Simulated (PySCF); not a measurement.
# NMR shielding calculation of C6H15FNPSi

C6H15FNPSi, computed with GIAO PBE0/pcSseg-1 NMR shielding, non-relativistic, IEF-PCM acetone (PySCF 2.14.0).

The geometry comes from this level: PBE0-D3(BJ)/def2-SVP. It belongs to a series of runs on one base structure; here: solvent acetone. Figures and captions count atoms from 1; the log counts them from 0 in places.

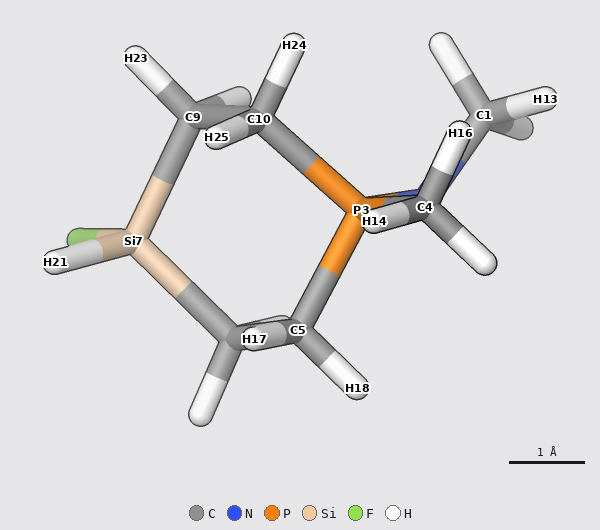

**Figure 1.** The structure (stick view, seen at a tilt; atoms are numbered from 1 in the order of the input).

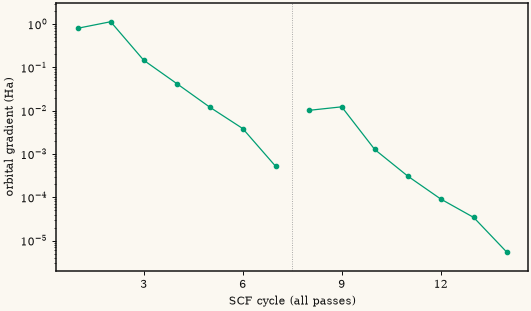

**Figure 2.** Convergence of the self-consistent field: orbital gradient against the SCF cycle. The dotted line marks the change from a coarse to the final integration grid. The first 7 cycles use a coarse grid, the final grid takes over at cycle 8, and the field converges after 14 cycles in all.

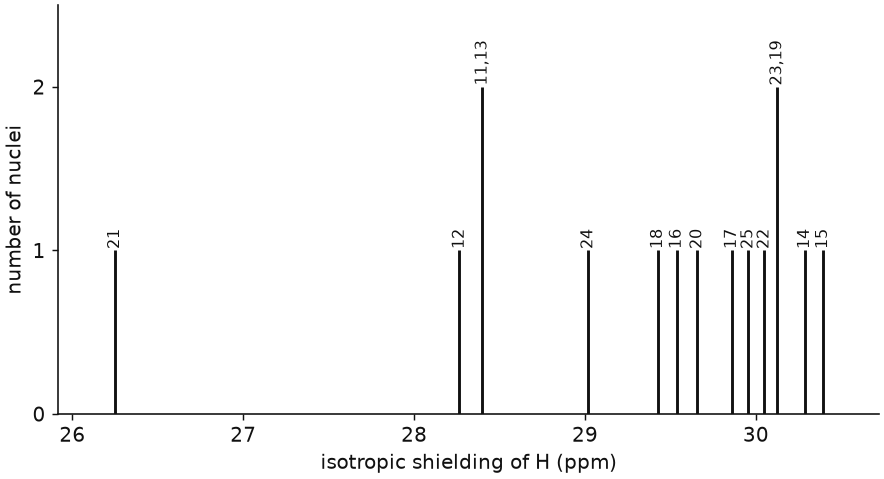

**Figure 3.** Isotropic shieldings of the hydrogen nuclei in this fixed geometry, labelled by atom number; shielding grows to the right, so chemical shift grows to the left. The least shielded is H21 (26.2 ppm), the most shielded H15 (30.4 ppm).

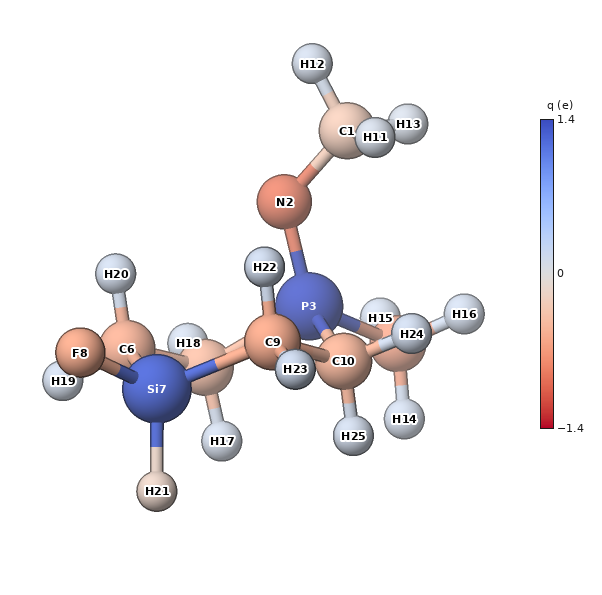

**Figure 4.** IAO charges, as the colour of each atom (ball-and-stick view, seen at a tilt; atoms are numbered from 1 in the order of the input). By element: C −0.68 to −0.29, N −0.89, P +1.36, Si +1.22, F −0.55 and H −0.16 to +0.17 e.

The input and output of the run follow.

**Input**
```
{"job": {"kind": "nmr", "xc": "PBE0", "basis": "pcSseg-1", "solvent": "acetone", "pop": true}, "charge": 0, "multiplicity": 1}
C     -2.403209    -1.483625     0.540318
N     -1.376007    -1.022915    -0.349006
P     -0.693186     0.385231    -0.262667
C     -1.722555     1.881343    -0.476878
C      0.562488     0.454183    -1.580355
C      1.575804    -0.687695    -1.439880
Si     2.500617    -0.579928     0.185167
F      3.377802    -1.935250     0.415783
C      1.252672    -0.390537     1.571895
C      0.258406     0.741625     1.283122
H     -2.096290    -1.542128     1.607735
H     -2.707923    -2.506641     0.259650
H     -3.333335    -0.875691     0.522231
H     -1.113934     2.798036    -0.491571
H     -2.278956     1.790636    -1.420891
H     -2.447278     1.946500     0.348249
H      1.043817     1.447124    -1.546929
H      0.015107     0.387708    -2.534825
H      2.276737    -0.694152    -2.290377
H      1.024490    -1.642876    -1.452226
H      3.463011     0.565247     0.180331
H      0.705936    -1.345808     1.647677
H      1.763704    -0.230490     2.535483
H     -0.473698     0.848935     2.102110
H      0.760919     1.720096     1.183382
```

The first line tells a small driver script what to run in PySCF; the rest is the geometry in Å.

Run as:
```bash
OMP_NUM_THREADS=1 python <driver script> task.json out
```

**The program's output**
```
coarse grid: 21216 points
cycle   1  E = -1022.2179675730  dE =  1.091e+00  |g| = 8.041e-01  |ddm| = 4.505e+00
cycle   2  E = -1022.0966905086  dE =  1.213e-01  |g| = 1.139e+00  |ddm| = 2.106e+00
cycle   3  E = -1022.3461084702  dE = -2.494e-01  |g| = 1.471e-01  |ddm| = 1.448e+00
cycle   4  E = -1022.3506578283  dE = -4.549e-03  |g| = 4.251e-02  |ddm| = 1.844e-01
cycle   5  E = -1022.3510533932  dE = -3.956e-04  |g| = 1.213e-02  |ddm| = 5.422e-02
cycle   6  E = -1022.3510772106  dE = -2.382e-05  |g| = 3.880e-03  |ddm| = 1.397e-02
cycle   7  E = -1022.3510799321  dE = -2.722e-06  |g| = 5.180e-04  |ddm| = 3.460e-03
final grid: 194280 points
cycle   8  E = -1022.4151583740  dE = -4.813e-05  |g| = 1.019e-02  |ddm| = 3.645e-02
cycle   9  E = -1022.4151477943  dE =  1.058e-05  |g| = 1.231e-02  |ddm| = 1.999e-02
cycle  10  E = -1022.4151839061  dE = -3.611e-05  |g| = 1.273e-03  |ddm| = 1.188e-02
cycle  11  E = -1022.4151842336  dE = -3.275e-07  |g| = 3.090e-04  |ddm| = 1.594e-03
cycle  12  E = -1022.4151842522  dE = -1.860e-08  |g| = 9.122e-05  |ddm| = 4.289e-04
cycle  13  E = -1022.4151842540  dE = -1.706e-09  |g| = 3.416e-05  |ddm| = 1.294e-04
cycle  14  E = -1022.4151842542  dE = -2.406e-10  |g| = 5.408e-06  |ddm| = 3.662e-05
converged SCF energy = -1022.4151842542

GIAO shielding tensors (ppm)
atom      isotropic    diamagn.    paramagn.     s11        s22        s33       span
  0 C      152.531     242.058     -89.528    132.519    138.379    186.694     54.176
  1 N      237.680     332.178     -94.498    169.877    262.274    280.891    111.015
  2 P      327.819     969.142    -641.323    256.567    267.519    459.370    202.803
  3 C      171.106     257.122     -86.015    149.186    172.018    192.114     42.928
  4 C      159.057     258.343     -99.286    147.381    149.958    179.831     32.450
  5 C      177.063     254.415     -77.352    168.695    176.869    185.624     16.930
  6 Si     327.558     877.600    -550.042    280.735    328.599    373.339     92.604
  7 F      378.564     465.241     -86.677    366.074    378.264    391.353     25.280
  8 C      176.857     254.648     -77.791    168.350    177.122    185.099     16.749
  9 C      163.731     259.736     -96.005    143.951    162.775    184.468     40.517
 10 H       28.389      30.027      -1.638     22.786     26.938     35.443     12.657
 11 H       28.266      28.366      -0.100     23.267     25.838     35.692     12.425
 12 H       28.410      28.618      -0.208     22.965     26.253     36.012     13.048
 13 H       30.286      31.585      -1.300     25.942     28.517     36.398     10.456
 14 H       30.392      30.360       0.031     26.509     27.485     37.181     10.672
 15 H       29.536      30.899      -1.363     25.447     27.787     35.373      9.926
 16 H       29.858      33.814      -3.956     26.110     28.777     34.687      8.577
 17 H       29.426      32.561      -3.136     24.267     28.128     35.881     11.614
 18 H       30.142      28.520       1.622     24.568     27.474     38.384     13.816
 19 H       29.656      32.550      -2.894     25.072     29.903     33.994      8.922
 20 H       26.248      28.847      -2.598     22.988     24.660     31.097      8.109
 21 H       30.049      32.884      -2.835     25.822     29.835     34.490      8.667
 22 H       30.106      29.124       0.982     24.616     27.586     38.117     13.502
 23 H       29.018      33.624      -4.606     24.534     27.837     34.683     10.149
 24 H       29.955      34.462      -4.507     26.025     28.917     34.923      8.898
```

**Summary**

```json
{"quantity": "outcome", "value": "converged"}
{"quantity": "total energy", "value": "−1022.415184 hartree"}
{"quantity": "HOMO", "value": "−5.86 eV"}
{"quantity": "LUMO", "value": "0.70 eV"}
{"quantity": "dipole moment", "value": "5.70 D"}
{"quantity": "isotropic shielding, C", "value": "152.5 to 177.1 ppm"}
{"quantity": "isotropic shielding, N", "value": "237.7 ppm"}
{"quantity": "isotropic shielding, P", "value": "327.8 ppm"}
{"quantity": "isotropic shielding, Si", "value": "327.6 ppm"}
{"quantity": "isotropic shielding, F", "value": "378.6 ppm"}
{"quantity": "hardware", "value": "1 CPU thread, shared host"}
{"quantity": "wall time", "value": "80 s"}
{"quantity": "peak memory", "value": "1.5 GiB"}
```
